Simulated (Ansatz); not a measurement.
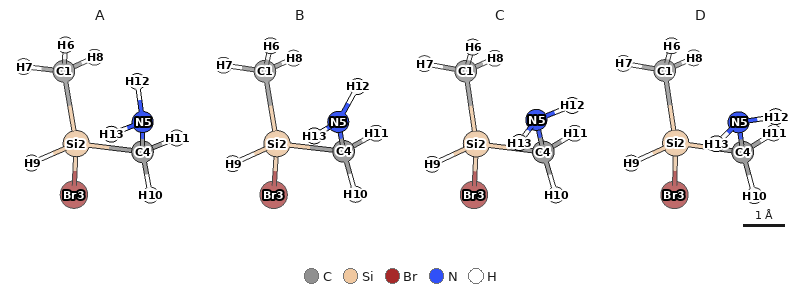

4 geometries from a converged minimum-energy path of C2H8BrNSi, shuffled. The picture is a ball-and-stick view, seen from a free direction.

Theory: RKS PBE-D4/def2-SVP (Ansatz). Set-up: 5 movable images; climbing image; force threshold 0.03 eV/Å; iteration limit 60; starting path by image-dependent pair potential.

**Which frame is the transition state?**

B. In order along the path, whose images run from 0 to 6: D (image 0, 0.000 eV), C (image 1, +0.011 eV), B (image 3, +0.169 eV), A (image 6, +0.012 eV). The motion is an umbrella inversion at N5. No bond forms or breaks between the ends. Bond angles that change up to the highest image, for instance: H12–N5–H13 106.1° → 117.7°, C4–N5–H13 110.2° → 120.7°.

Cost: 91 s on 2 threads of Arm Neoverse V2 (shared host), peak memory 0.18 GiB.
